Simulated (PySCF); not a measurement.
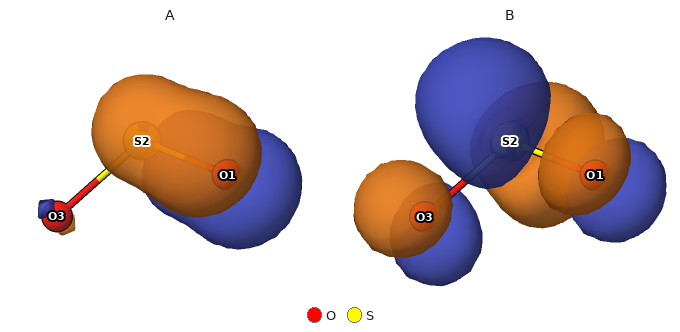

O$_{2}$S, SMILES `O=S=O`. Intrinsic bond orbitals (IBO), occupied and valence-virtual; each surface holds about 80 % of the orbital's density. Energies are diagonal elements of the Fock matrix.

Method: ωB97X/def2-SVPD; geometry: GFN2-xTB; program: PySCF. No frequency check shows the geometry to be a minimum. GFN2-xTB bond lengths at metals and heavier atoms can be off by up to 0.1 Å and shapes distorted, which carries into these values.

### Name the orbitals, with their atomic make-up and energies.

By panel:
- A: π bond O1–S2 (O1 74 %, S2 24 %; −15.2 eV)
- B: delocalised π* orbital mainly over S2, O3 and O1 (S2 52 %, O3 24 %, O1 24 %; −0.9 eV)

### How do all the valence pairs divide up?

9 pairs: 5 lone pairs, 2 σ bonds and 2 two-centre π bonds.
